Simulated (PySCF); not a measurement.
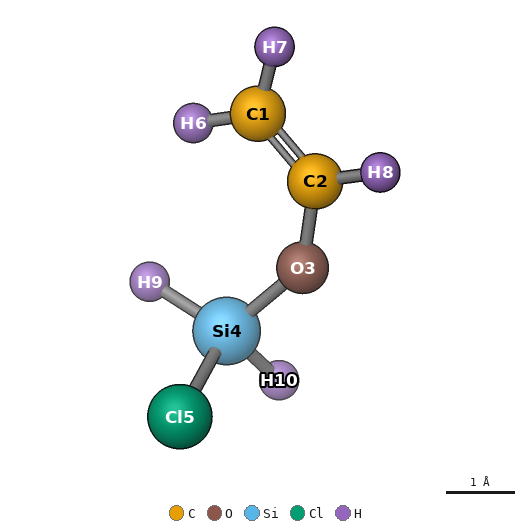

Orthographic view. Distant atoms are faded towards the background colour. Geometry: an end point of a reaction path computed with GFN2-xTB.

Write a MOL file (V2000) with the atoms in numerical order, bonds sorted by atom number with the orders drawn, and coordinates in the frame of the picture: x right, y up, z towards the viewer, origin at the mean position.

```
C2H5ClOSi
                    3D

 10  9  0  0  0  0  0  0  0  0999 V2000
    0.0300    1.7400    0.3300 C   0  0  0  0  0  0  0  0  0  0  0  0
    0.8700    0.7400    0.5000 C   0  0  0  0  0  0  0  0  0  0  0  0
    0.6900   -0.5400    0.1200 O   0  0  0  0  0  0  0  0  0  0  0  0
   -0.4300   -1.4700   -0.5800 Si  0  0  0  0  0  4  0  0  0  0  0  0
   -1.1200   -2.7300    0.8200 Cl  0  0  0  0  0  0  0  0  0  0  0  0
   -0.9200    1.6000   -0.1400 H   0  0  0  0  0  0  0  0  0  0  0  0
    0.2800    2.7300    0.6800 H   0  0  0  0  0  0  0  0  0  0  0  0
    1.8400    0.8700    0.9900 H   0  0  0  0  0  0  0  0  0  0  0  0
   -1.5700   -0.7400   -1.1300 H   0  0  0  0  0  0  0  0  0  0  0  0
    0.3400   -2.2000   -1.5700 H   0  0  0  0  0  0  0  0  0  0  0  0
  1  2  2  0
  1  6  1  0
  1  7  1  0
  2  3  1  0
  2  8  1  0
  3  4  1  0
  4  5  1  0
  4  9  1  0
  4 10  1  0
M  END
```
